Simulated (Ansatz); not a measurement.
# Direct or indirect: KI (Fm-3m)

```
CELL_PARAMETERS angstrom
0.00000 3.53277 3.53277
3.53277 0.00000 3.53277
3.53277 3.53277 0.00000
ATOMIC_POSITIONS crystal
I 0.50000 0.50000 0.50000
K 0.00000 0.00000 0.00000
```

Method: Ansatz, PBE, independent particles, without spin-orbit coupling, line width 0.1 eV (Gaussian). The band structure gives a fundamental gap of 3.97 eV. The spectrum of vertical transitions near the edge:

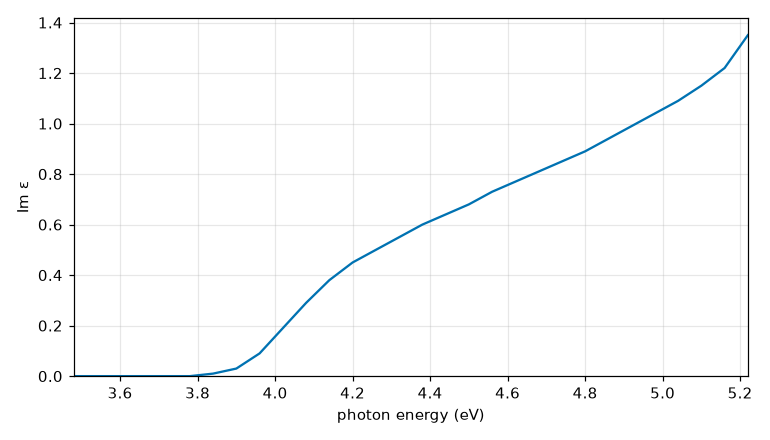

(1) Is the gap direct or indirect, and about where do vertical transitions set in?

Answers

(1) Direct: the band path has its least direct gap at the fundamental one, 3.97 eV, and the curves rise from there. Lines are broadened by 0.1 eV, which spreads the edge.

[Logs are printed without paths, hosts, clocks, repeated set-up lines and the standing remarks that a program may print on its own settings, such as how far it seeks lower states.]
